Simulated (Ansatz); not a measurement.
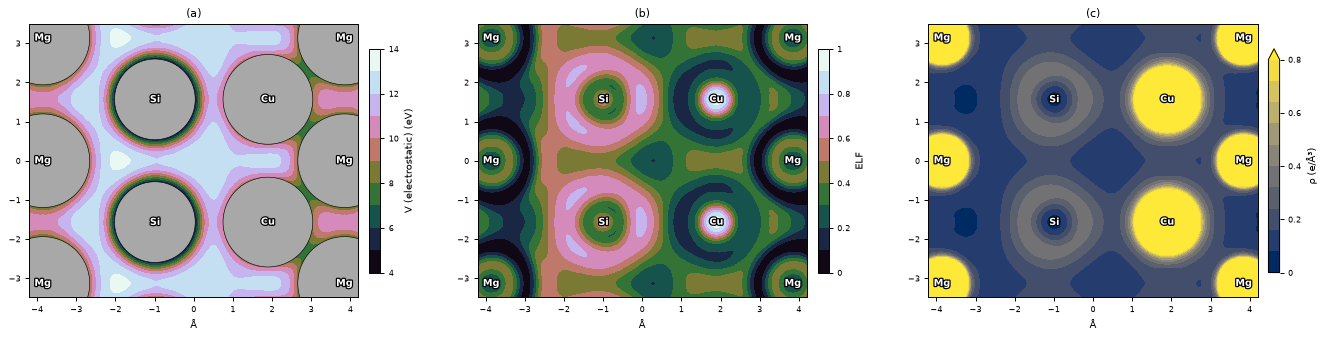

*Mg$_{3}$Zr$_{2}$CuSi$_{3}$. (a) electrostatic potential energy of an electron; (b) electron localisation function; (c) valence charge density (pseudo) on the (010) plane of the conventional cell. Grey discs cover the atomic cores in the potential map.*

Space group P-62m; a generated structure, not necessarily the stable one; computed without spin polarisation.

The calculation used DFT PBE, scalar-relativistic, plane waves, PAW (Ansatz 0.2.0).

In a PAW calculation such maps are meaningful between the atoms, not at the nuclei.

Question: What does the map show?

Answer:
- The plane passes through Mg, Si and Cu nuclei.
- Mg–Cu (2.51 Å): ρ is about 0.23 e/Å³ halfway; the ELF is about 0.35 at the midpoint.
- Cu–Si (2.89 Å): ρ is about 0.23 e/Å³ halfway; the ELF peaks at about 0.75 in the valence shell of Si, 1.0 Å from its nucleus, and is about 0.45 at the midpoint.
- Mg–Si (3.26 Å): ρ is about 0.14 e/Å³ halfway, with its minimum of 0.12 e/Å³ about 1.2 Å from Mg; the ELF peaks at about 0.70 in the valence shell of Si, 1.0 Å from its nucleus, and is about 0.50 at the midpoint.
- Between the atoms the lowest density in this plane is 0.07 e/Å³.
- The features right at Cu lie inside the PAW spheres, where the map follows smoothed inner orbitals and isn't to be read closely.
- Outside the cores the potential energy rises away from the atoms and is highest about 1.8 Å from the nearest atoms; its zero is arbitrary.
